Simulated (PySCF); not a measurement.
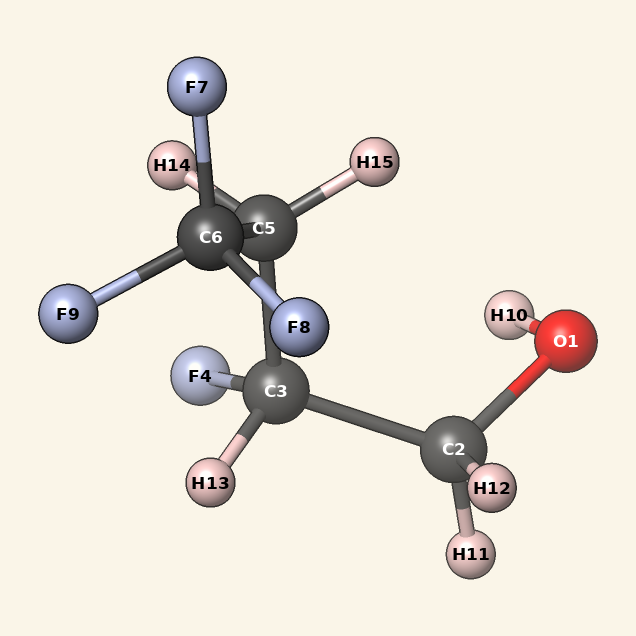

C5 lies behind C6. The molecule seen a little off the C6–C5 bond, C6 in front. Distant atoms are faded towards the background colour. Geometry: a frame of a GFN2-xTB molecular-dynamics simulation, not a minimum.

### What is the torsion angle F7–C6–C5–C3? The sign is positive where the front bond must turn clockwise to cover the back bond.

−174°, antiperiplanar (anti). The bonds about C6–C5 are staggered.
